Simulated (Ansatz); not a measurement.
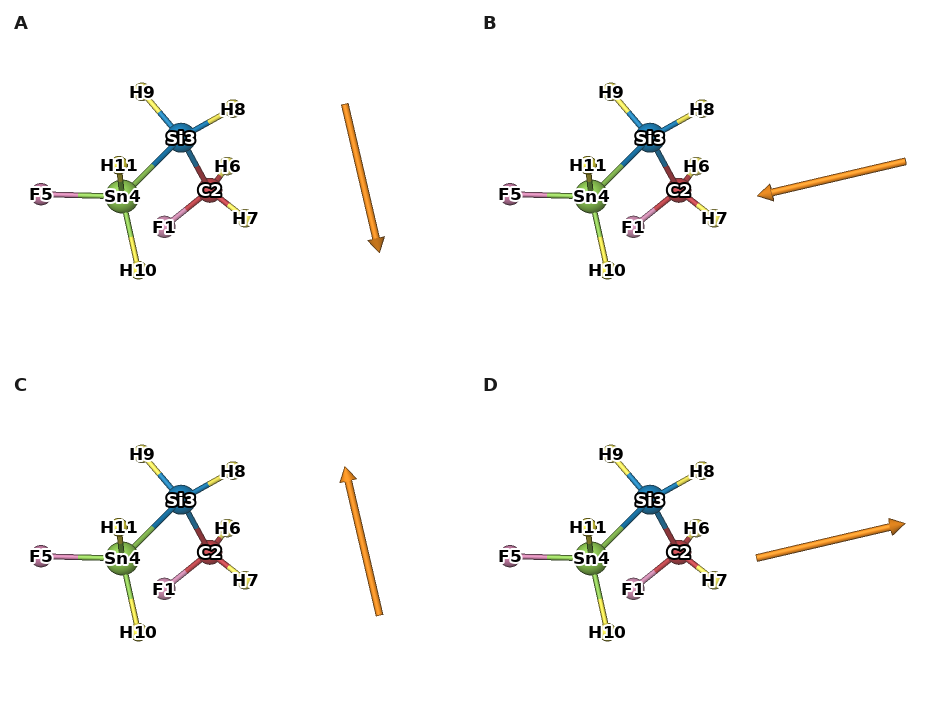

The same molecule four times, each with an arrow. The computed structure is the end point of a PBE0-D4/def2-TZVP optimisation. No frequency run is at hand to confirm it as a minimum. Properties computed with RKS PBE-D4/def2-TZVPP, core potentials on Sn (Ansatz 0.2.0).

**Which arrow points along the dipole moment, from the negative to the positive end?**

D. The dipole moment is 3.98 D; it points from the side of F5 to the side of H8 (the outermost atoms at the two ends).
